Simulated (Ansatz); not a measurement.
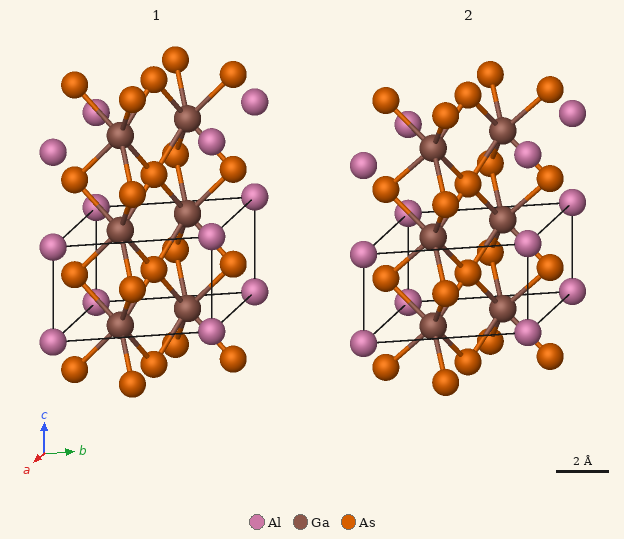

Two geometries of solid AlGa2As3 (a generated structure, set up in P6/mmm), drawn at one scale. One is the start of a relaxation, the other its converged end. A ball-and-stick model of the cell of the calculation, repeated 1 × 1 × 2 with one cell outlined, seen slightly off an axis.

Level of theory: Ansatz 0.2.0, DFT PBE, scalar-relativistic, plane waves, PAW. (plane-wave cutoff 420 eV; k-point mesh 6 × 6 × 10; occupations gaussian; smearing width 0.1 eV; no spin polarisation; cell and atoms relaxed; force threshold 0.01 eV/Å; at most 80 steps)

**Which of the two is the end point?**

Structure 1 is the relaxed one. The atoms keep their places relative to the cell (all moves are under 0.005 Å). The volume changes by −0.6 %, with a = b 6.658 → 6.428 Å (−3.5 %), c 3.601 → 3.841 Å (+6.7 %). Some distances before and after: As–Ga 2.634 → 2.670 Å. Among the angles between lasting bonds that change: Ga–As–Ga 93.7° → 88.0°, Ga–As–Ga 86.3° → 92.0°, As–Ga–As 86.3° → 92.0°. The space group stays P6/mmm (No. 191). Over 6 accepted moves (8 points after the start) the energy falls by 19.6 meV per atom. All forces vanish by symmetry, so only the cell relaxes. Pressure: 0.43 GPa at the start and 0.00 GPa at the end. The SCF was repeated twice at an unchanged geometry on a basis and grid sized afresh for the cell, which shifted the energy by less than 0.05 meV per atom at most.
